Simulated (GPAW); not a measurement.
Geometry relaxation, with input and output: SiHOF (part 2 of 3)

The same run, continued: SiHOF; WC/real-space grid, scalar-relativistic datasets (GPAW 26.7.0). The geometry comes from this level: GFN2-xTB.

Geometry of the input (Å):
```
O  -0.5607  0.7358  -0.1787
Si 0.2701  0.0782  1.0294
F  0.9032  -1.2144  0.2263
H  -0.6125  0.4003  -1.0770
```

## What the program printed, continued
```
Energy contributions:
  Kinetic:          23.664044
  Coulomb:         -26.181652
  Zero:              0.370758
  External:          0.000000
  Xc:              -19.886271
  Entropy:          -0.000000
  Spinorbit:         0.000000
  ----------------------------
  Free energy:     -22.033121
  Extrapolated:    -22.033121

dipole moment: (-0.067866, 0.028841, -0.152821)  # |e|*Ang

Fermi level: -4.669
Eigenvalues  # (at kpt = [0.000, 0.000, 0.000])
| band index |      eig [eV] | occ [0-2] |
|------------|---------------|-----------|
|          0 |       -29.398 |     2.000 |
|          1 |       -25.329 |     2.000 |
|          2 |       -14.222 |     2.000 |
|          3 |       -12.309 |     2.000 |
|          4 |       -10.571 |     2.000 |
|          5 |       -10.521 |     2.000 |
|          6 |        -8.804 |     2.000 |
|          7 |        -8.727 |     2.000 |
|          8 |        -6.774 |     2.000 |
|          9 |        -2.565 |     0.000 |
|         10 |        -0.810 |     0.000 |
|         11 |        -0.437 |     0.000 |
|         12 |         0.790 |     0.000 |

Gap: 4.209 eV
Transition (v -> c):
  (s=0, k=0, n=8, [0.00, 0.00, 0.00]) -> (s=0, k=0, n=9, [0.00, 0.00, 0.00])
No difference between direct/indirect transitions
vacuum-level: 0.000  # V

Forces  # eV/Ang
|        x |        y |        z |
|----------|----------|----------|
| -0.17174 |  0.19060 | -0.07708 |  # O    0
| -0.06913 | -0.00216 | -0.24042 |  # Si   1
|  0.13749 | -0.17589 |  0.03522 |  # F    2
|  0.07449 |  0.00249 |  0.23774 |  # H    3

Force computation time: 0.101  # s
LBFGS:    2 00:01:31      -22.033121        0.267889
        .---------------------------.
       /|                           |
      / |                           |
     /  |                           |
    /   |                           |
   /    |                           |
  /     |                           |
 *      |                           |
 |      |                           |
 |      |                           |
 |      |          Si               |
 |      |        O  F               |
 |      |        H                  |
 |      |                           |
 |      |                           |
 |      .---------------------------.
 |     /                           /
 |    /                           /
 |   /                           /
 |  /                           /
 | /                           /
 |/                           /
 *---------------------------*

Atoms  # Å, Bohr magnetons
|   | symbol |        x |        y |        z |    initial magnetic moments |
|---|--------|----------|----------|----------|-----------------------------|
| 0 |      O | 5.022192 | 6.990565 | 5.891394 | ( 0.0000,  0.0000,  0.0000) |
| 1 |     Si | 5.896705 | 6.274500 | 7.110846 | ( 0.0000,  0.0000,  0.0000) |
| 2 |      F | 6.526550 | 4.988038 | 6.308956 | ( 0.0000,  0.0000,  0.0000) |
| 3 |      H | 5.004531 | 6.605039 | 4.993088 | ( 0.0000,  0.0000,  0.0000) |

Unit cell  # Å
| periodic |         x |         y |         z |   lengths |    angles |
|----------|-----------|-----------|-----------|-----------|-----------|
|       no | 11.515730 |  0.000000 |  0.000000 | 11.515730 | 90.000000 |
|       no |  0.000000 | 11.950190 |  0.000000 | 11.950190 | 90.000000 |
|       no |  0.000000 |  0.000000 | 12.106420 | 12.106420 | 90.000000 |

Initialization done in: 1.323 s

convergence criteria:
- Maximum [total energy] change in last 3 cyles: 0.0005 eV / valence electron
- Maximum integral of absolute [dens]ity change: 0.0001 electrons / valence electron
- Maximum integral of absolute [eigenst]ate change: 4e-08 eV^2 / valence electron
maximum number of iterations: 60

SCF iterations
|iter     |     time |      energy | eigst |  dens |
|---------|----------|-------------|-------|-------|
|iter:   1| 00:01:33 |  -22.622802 | -1.51 |       |
|iter:   2| 00:01:36 |  -22.593652 | -2.58 | -2.64 |
|iter:   3| 00:01:38 |  -22.380628 | -2.64 | -2.67 |
|iter:   4| 00:01:41 |  -22.166468 | -3.26 | -2.95 |
|iter:   5| 00:01:43 |  -22.070594 | -3.80 | -3.38 |
|iter:   6| 00:01:46 |  -22.037903 | -4.51 | -3.76 |
|iter:   7| 00:01:48 |  -22.040040 | -5.69 | -4.29c|
|iter:   8| 00:01:51 |  -22.037780c| -6.21 | -4.56c|
|iter:   9| 00:01:54 |  -22.037953c| -7.08 | -4.92c|
|iter:  10| 00:01:55 |  -22.038214c| -7.72c| -5.57c|

Converged in 10 steps
SCF loop duration: 23.406 s (2.341 s/step)
Energy contributions relative to reference atoms: (reference = -12639.965938)

Energy contributions:
  Kinetic:          23.187383
  Coulomb:         -25.827062
  Zero:              0.371088
  External:          0.000000
  Xc:              -19.769623
  Entropy:          -0.000000
  Spinorbit:         0.000000
  ----------------------------
  Free energy:     -22.038214
  Extrapolated:    -22.038214

dipole moment: (-0.061797, 0.021277, -0.150438)  # |e|*Ang

Fermi level: -4.677
Eigenvalues  # (at kpt = [0.000, 0.000, 0.000])
| band index |      eig [eV] | occ [0-2] |
|------------|---------------|-----------|
|          0 |       -29.428 |     2.000 |
|          1 |       -25.314 |     2.000 |
|          2 |       -14.156 |     2.000 |
|          3 |       -12.335 |     2.000 |
|          4 |       -10.593 |     2.000 |
|          5 |       -10.544 |     2.000 |
|          6 |        -8.865 |     2.000 |
|          7 |        -8.709 |     2.000 |
|          8 |        -6.767 |     2.000 |
|          9 |        -2.588 |     0.000 |
|         10 |        -0.802 |     0.000 |
|         11 |        -0.449 |     0.000 |
|         12 |         0.759 |     0.000 |

Gap: 4.180 eV
Transition (v -> c):
  (s=0, k=0, n=8, [0.00, 0.00, 0.00]) -> (s=0, k=0, n=9, [0.00, 0.00, 0.00])
No difference between direct/indirect transitions
vacuum-level: 0.000  # V

Forces  # eV/Ang
|        x |        y |        z |
|----------|----------|----------|
|  0.00776 |  0.01000 |  0.08221 |  # O    0
| -0.16198 |  0.10159 | -0.30836 |  # Si   1
|  0.09106 | -0.12477 |  0.01301 |  # F    2
|  0.04791 |  0.01535 |  0.18114 |  # H    3

Force computation time: 0.100  # s
LBFGS:    3 00:01:56      -22.038214        0.362832
        .---------------------------.
       /|                           |
      / |                           |
     /  |                           |
    /   |                           |
   /    |                           |
  /     |                           |
 *      |                           |
 |      |                           |
 |      |                           |
 |      |          Si               |
 |      |        O  F               |
 |      |        H                  |
 |      |                           |
 |      |                           |
 |      .---------------------------.
 |     /                           /
 |    /                           /
 |   /                           /
 |  /                           /
 | /                           /
 |/                           /
 *---------------------------*

Atoms  # Å, Bohr magnetons
|   | symbol |        x |        y |        z |    initial magnetic moments |
|---|--------|----------|----------|----------|-----------------------------|
| 0 |      O | 5.016367 | 6.998825 | 5.891943 | ( 0.0000,  0.0000,  0.0000) |
| 1 |     Si | 5.894831 | 6.273831 | 7.102817 | ( 0.0000,  0.0000,  0.0000) |
| 2 |      F | 6.531355 | 4.982023 | 6.310462 | ( 0.0000,  0.0000,  0.0000) |
| 3 |      H | 5.006882 | 6.603700 | 4.997454 | ( 0.0000,  0.0000,  0.0000) |

Unit cell  # Å
| periodic |         x |         y |         z |   lengths |    angles |
|----------|-----------|-----------|-----------|-----------|-----------|
|       no | 11.515730 |  0.000000 |  0.000000 | 11.515730 | 90.000000 |
|       no |  0.000000 | 11.950190 |  0.000000 | 11.950190 | 90.000000 |
|       no |  0.000000 |  0.000000 | 12.106420 | 12.106420 | 90.000000 |

Initialization done in: 1.344 s

convergence criteria:
- Maximum [total energy] change in last 3 cyles: 0.0005 eV / valence electron
- Maximum integral of absolute [dens]ity change: 0.0001 electrons / valence electron
- Maximum integral of absolute [eigenst]ate change: 4e-08 eV^2 / valence electron
maximum number of iterations: 60

SCF iterations
|iter     |     time |      energy | eigst |  dens |
|---------|----------|-------------|-------|-------|
|iter:   1| 00:01:58 |  -22.394967 | -1.63 |       |
|iter:   2| 00:02:01 |  -22.377379 | -2.74 | -2.69 |
|iter:   3| 00:02:03 |  -22.219616 | -2.85 | -2.72 |
|iter:   4| 00:02:06 |  -22.128006 | -3.53 | -3.10 |
|iter:   5| 00:02:08 |  -22.058732 | -4.35 | -3.42 |
|iter:   6| 00:02:11 |  -22.043635 | -5.09 | -3.90 |
|iter:   7| 00:02:13 |  -22.042092 | -6.32 | -4.49c|
|iter:   8| 00:02:16 |  -22.041857c| -6.91 | -4.86c|
|iter:   9| 00:02:18 |  -22.041558c| -7.41c| -5.31c|

Converged in 9 steps
SCF loop duration: 21.010 s (2.334 s/step)
Energy contributions relative to reference atoms: (reference = -12639.965938)

Energy contributions:
  Kinetic:          23.135256
  Coulomb:         -25.809353
  Zero:              0.370600
  External:          0.000000
  Xc:              -19.738061
  Entropy:          -0.000000
  Spinorbit:         0.000000
  ----------------------------
  Free energy:     -22.041558
  Extrapolated:    -22.041558

dipole moment: (-0.063098, 0.020487, -0.156812)  # |e|*Ang

Fermi level: -4.666
Eigenvalues  # (at kpt = [0.000, 0.000, 0.000])
| band index |      eig [eV] | occ [0-2] |
|------------|---------------|-----------|
|          0 |       -29.431 |     2.000 |
|          1 |       -25.357 |     2.000 |
|          2 |       -14.138 |     2.000 |
|          3 |       -12.355 |     2.000 |
|          4 |       -10.601 |     2.000 |
|          5 |       -10.547 |     2.000 |
|          6 |        -8.943 |     2.000 |
|          7 |        -8.741 |     2.000 |
|          8 |        -6.743 |     2.000 |
|          9 |        -2.589 |     0.000 |
|         10 |        -0.795 |     0.000 |
|         11 |        -0.452 |     0.000 |
|         12 |         0.735 |     0.000 |

Gap: 4.154 eV
Transition (v -> c):
  (s=0, k=0, n=8, [0.00, 0.00, 0.00]) -> (s=0, k=0, n=9, [0.00, 0.00, 0.00])
No difference between direct/indirect transitions
vacuum-level: 0.000  # V

Forces  # eV/Ang
|        x |        y |        z |
|----------|----------|----------|
|  0.06033 | -0.07531 |  0.02685 |  # O    0
| -0.10999 |  0.07828 | -0.19271 |  # Si   1
|  0.02983 | -0.04946 |  0.01396 |  # F    2
|  0.01768 |  0.04435 |  0.14865 |  # H    3

Force computation time: 0.098  # s
LBFGS:    4 00:02:18      -22.041558        0.235289
        .---------------------------.
       /|                           |
      / |                           |
     /  |                           |
    /   |                           |
   /    |                           |
  /     |                           |
 *      |                           |
 |      |                           |
 |      |                           |
 |      |          Si               |
 |      |        O  F               |
 |      |        H                  |
 |      |                           |
 |      |                           |
 |      .---------------------------.
 |     /                           /
 |    /                           /
 |   /                           /
 |  /                           /
 | /                           /
 |/                           /
 *---------------------------*

Atoms  # Å, Bohr magnetons
|   | symbol |        x |        y |        z |    initial magnetic moments |
|---|--------|----------|----------|----------|-----------------------------|
| 0 |      O | 5.014453 | 7.001631 | 5.892250 | ( 0.0000,  0.0000,  0.0000) |
| 1 |     Si | 5.892555 | 6.274444 | 7.096380 | ( 0.0000,  0.0000,  0.0000) |
| 2 |      F | 6.533992 | 4.978531 | 6.311517 | ( 0.0000,  0.0000,  0.0000) |
| 3 |      H | 5.008211 | 6.603837 | 5.001808 | ( 0.0000,  0.0000,  0.0000) |

Unit cell  # Å
| periodic |         x |         y |         z |   lengths |    angles |
|----------|-----------|-----------|-----------|-----------|-----------|
|       no | 11.515730 |  0.000000 |  0.000000 | 11.515730 | 90.000000 |
|       no |  0.000000 | 11.950190 |  0.000000 | 11.950190 | 90.000000 |
|       no |  0.000000 |  0.000000 | 12.106420 | 12.106420 | 90.000000 |

Initialization done in: 1.326 s

convergence criteria:
- Maximum [total energy] change in last 3 cyles: 0.0005 eV / valence electron
- Maximum integral of absolute [dens]ity change: 0.0001 electrons / valence electron
- Maximum integral of absolute [eigenst]ate change: 4e-08 eV^2 / valence electron
maximum number of iterations: 60

SCF iterations
|iter     |     time |      energy | eigst |  dens |
|---------|----------|-------------|-------|-------|
|iter:   1| 00:02:21 |  -22.019027 | -2.08 |       |
|iter:   2| 00:02:23 |  -22.020169 | -3.23 | -2.80 |
|iter:   3| 00:02:26 |  -22.027179c| -3.12 | -2.83 |
|iter:   4| 00:02:28 |  -22.032798 | -4.07 | -3.15 |
|iter:   5| 00:02:31 |  -22.040813 | -4.45 | -3.38 |
|iter:   6| 00:02:33 |  -22.041867 | -5.33 | -4.09c|
|iter:   7| 00:02:36 |  -22.042456c| -6.32 | -4.45c|
|iter:   8| 00:02:39 |  -22.042678c| -7.19 | -4.88c|
|iter:   9| 00:02:40 |  -22.042760c| -7.79c| -5.31c|

Converged in 9 steps
SCF loop duration: 21.039 s (2.338 s/step)
Energy contributions relative to reference atoms: (reference = -12639.965938)

Energy contributions:
  Kinetic:          23.443862
  Coulomb:         -26.058902
  Zero:              0.370082
  External:          0.000000
  Xc:              -19.797801
  Entropy:          -0.000000
  Spinorbit:         0.000000
  ----------------------------
  Free energy:     -22.042760
  Extrapolated:    -22.042760

dipole moment: (-0.066791, 0.022848, -0.163685)  # |e|*Ang

Fermi level: -4.652
Eigenvalues  # (at kpt = [0.000, 0.000, 0.000])
| band index |      eig [eV] | occ [0-2] |
|------------|---------------|-----------|
|          0 |       -29.424 |     2.000 |
|          1 |       -25.421 |     2.000 |
|          2 |       -14.162 |     2.000 |
|          3 |       -12.367 |     2.000 |
|          4 |       -10.602 |     2.000 |
|          5 |       -10.543 |     2.000 |
|          6 |        -8.994 |     2.000 |
|          7 |        -8.781 |     2.000 |
|          8 |        -6.723 |     2.000 |
|          9 |        -2.582 |     0.000 |
|         10 |        -0.783 |     0.000 |
|         11 |        -0.448 |     0.000 |
|         12 |         0.721 |     0.000 |

Gap: 4.141 eV
Transition (v -> c):
  (s=0, k=0, n=8, [0.00, 0.00, 0.00]) -> (s=0, k=0, n=9, [0.00, 0.00, 0.00])
No difference between direct/indirect transitions
vacuum-level: 0.000  # V

Forces  # eV/Ang
|        x |        y |        z |
|----------|----------|----------|
|  0.02741 | -0.02144 |  0.04019 |  # O    0
| -0.02399 |  0.01816 | -0.04740 |  # Si   1
| -0.01293 | -0.00120 |  0.01369 |  # F    2
| -0.00258 |  0.01015 |  0.00889 |  # H    3

Force computation time: 0.098  # s
LBFGS:    5 00:02:41      -22.042760        0.056148
        .---------------------------.
       /|                           |
      / |                           |
     /  |                           |
    /   |                           |
   /    |                           |
  /     |                           |
 *      |                           |
 |      |                           |
 |      |                           |
 |      |          Si               |
 |      |        O  F               |
 |      |        H                  |
 |      |                           |
 |      |                           |
 |      .---------------------------.
 |     /                           /
 |    /                           /
 |   /                           /
 |  /                           /
 | /                           /
 |/                           /
 *---------------------------*

Atoms  # Å, Bohr magnetons
|   | symbol |        x |        y |        z |    initial magnetic moments |
|---|--------|----------|----------|----------|-----------------------------|
| 0 |      O | 5.014816 | 7.001377 | 5.892854 | ( 0.0000,  0.0000,  0.0000) |
| 1 |     Si | 5.892075 | 6.274763 | 7.095348 | ( 0.0000,  0.0000,  0.0000) |
| 2 |      F | 6.533884 | 4.978369 | 6.311786 | ( 0.0000,  0.0000,  0.0000) |
| 3 |      H | 5.008223 | 6.604036 | 5.002191 | ( 0.0000,  0.0000,  0.0000) |

Unit cell  # Å
| periodic |         x |         y |         z |   lengths |    angles |
|----------|-----------|-----------|-----------|-----------|-----------|
|       no | 11.515730 |  0.000000 |  0.000000 | 11.515730 | 90.000000 |
|       no |  0.000000 | 11.950190 |  0.000000 | 11.950190 | 90.000000 |
|       no |  0.000000 |  0.000000 | 12.106420 | 12.106420 | 90.000000 |

Initialization done in: 1.339 s

convergence criteria:
- Maximum [total energy] change in last 3 cyles: 0.0005 eV / valence electron
- Maximum integral of absolute [dens]ity change: 0.0001 electrons / valence electron
- Maximum integral of absolute [eigenst]ate change: 4e-08 eV^2 / valence electron
maximum number of iterations: 60

SCF iterations
```

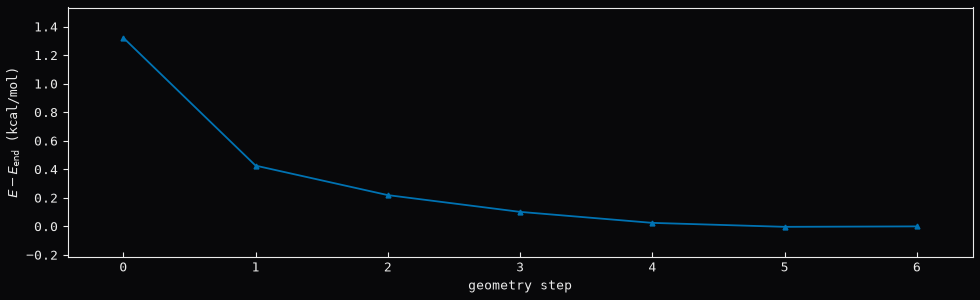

Progress of the relaxation, step by step (steps are counted from 0).

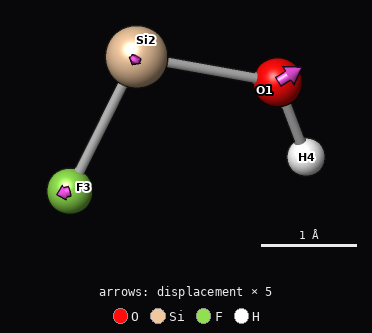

The starting structure with the displacements as pink arrows, magnified 5 times (ball-and-stick view, seen at a tilt). The two geometries are laid on each other by the best rigid fit. The largest move after the best rigid fit is that of O1, 0.063 Å. By element the largest moves are O 0.063 Å, F 0.031 Å, Si 0.021 Å, H 0.016 Å. Among the contacts that change: O1–Si2 1.607 → 1.656 Å, O1–H4 0.960 → 0.975 Å. Among the angles that change: Si2–O1–H4 126.0° → 119.2°, O1–Si2–F3 98.8° → 101.9°. After 6 geometry steps the energy has fallen by 1.32 kcal/mol. The largest force component goes from 1.2 to 0.012 eV/Å. (Atoms are counted from 1 in the order of the input.)

```
|iter     |     time |      energy | eigst |  dens |
|---------|----------|-------------|-------|-------|
|iter:   1| 00:02:43 |  -21.985423 | -3.61 |       |
|iter:   2| 00:02:46 |  -21.988292 | -4.74 | -3.47 |
|iter:   3| 00:02:48 |  -22.004727 | -4.55 | -3.51 |
|iter:   4| 00:02:51 |  -22.021223 | -5.10 | -3.83 |
|iter:   5| 00:02:53 |  -22.037440 | -5.69 | -4.16c|
|iter:   6| 00:02:56 |  -22.042329 | -6.58 | -4.62c|
|iter:   7| 00:02:58 |  -22.042623c| -7.51c| -5.22c|

Converged in 7 steps
SCF loop duration: 16.207 s (2.315 s/step)
Energy contributions relative to reference atoms: (reference = -12639.965938)

Energy contributions:
  Kinetic:          23.557523
  Coulomb:         -26.149767
  Zero:              0.369974
  External:          0.000000
  Xc:              -19.820352
  Entropy:          -0.000000
  Spinorbit:         0.000000
  ----------------------------
  Free energy:     -22.042623
  Extrapolated:    -22.042623

dipole moment: (-0.068065, 0.023673, -0.165997)  # |e|*Ang

Fermi level: -4.647
Eigenvalues  # (at kpt = [0.000, 0.000, 0.000])
| band index |      eig [eV] | occ [0-2] |
|------------|---------------|-----------|
|          0 |       -29.423 |     2.000 |
|          1 |       -25.434 |     2.000 |
|          2 |       -14.171 |     2.000 |
|          3 |       -12.369 |     2.000 |
|          4 |       -10.603 |     2.000 |
|          5 |       -10.543 |     2.000 |
|          6 |        -9.000 |     2.000 |
|          7 |        -8.792 |     2.000 |
|          8 |        -6.717 |     2.000 |
|          9 |        -2.577 |     0.000 |
|         10 |        -0.782 |     0.000 |
|         11 |        -0.445 |     0.000 |
|         12 |         0.708 |     0.000 |

Gap: 4.141 eV
Transition (v -> c):
  (s=0, k=0, n=8, [0.00, 0.00, 0.00]) -> (s=0, k=0, n=9, [0.00, 0.00, 0.00])
No difference between direct/indirect transitions
vacuum-level: 0.000  # V

Forces  # eV/Ang
|        x |        y |        z |
|----------|----------|----------|
|  0.00324 | -0.00473 | -0.00147 |  # O    0
|  0.00224 |  0.00104 | -0.00021 |  # Si   1
| -0.01247 | -0.00348 |  0.00860 |  # F    2
| -0.00463 |  0.01237 |  0.00763 |  # H    3

Force computation time: 0.097  # s
LBFGS:    6 00:02:58      -22.042623        0.015543
Converged: True
Final energy = -22.04262 eV
r(F2-Si1): 1.6452 Ang
r(Si1-O0) = 1.6564 Ang
```
